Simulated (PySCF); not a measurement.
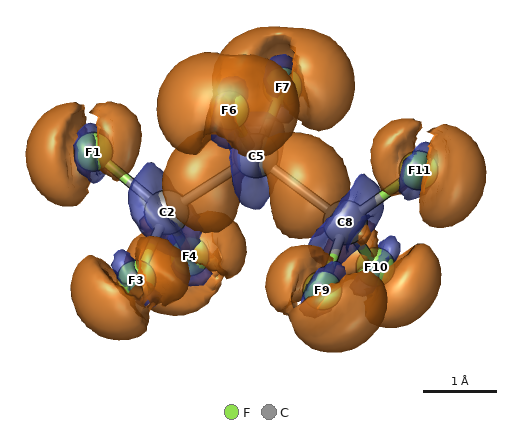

C₃F₈, SMILES `FC(F)(F)C(F)(F)C(F)(F)F`. Fukui function f⁻ = ρ(N) − ρ(N−1) at fixed geometry, surfaces at ±0.02 e/Å³ (orange positive, blue negative).

Method: LDA (SVWN)/def2-SVP; geometry: GFN2-xTB; program: PySCF. No frequency check shows the geometry to be a minimum.

Cartesian coordinates (Å):

```
F1      -2.3700    0.5493   -0.0002
C2      -1.3009   -0.2334    0.0020
F3      -1.3544   -1.0102    1.0758
F4      -1.3542   -1.0102   -1.0760
C5       0.0000    0.6251   -0.0000
F6       0.0011    1.4183    1.0844
F7      -0.0011    1.4183   -1.0844
C8       1.3009   -0.2334   -0.0020
F9       1.3543   -1.0102    1.0760
F10      1.3544   -1.0102   -1.0757
F11      2.3700    0.5493    0.0002
```

Q: On which atoms does the density change most on removal of an electron?

A: f⁻ (Hirshfeld-condensed) is largest on F6 and F7 (0.13 each), F1 and F11 (0.09 each) and F3, F4, F9 and F10 (0.09 each); the vertical ionisation energy is 12.31 eV (the stability of the cation's solution wasn't checked). Condensed values hint at sites of electrophilic attack but needn't mark the atom that reacts. Shares this close don't rank the sites. Orbital relaxation makes it negative in places (0.16 e in all).
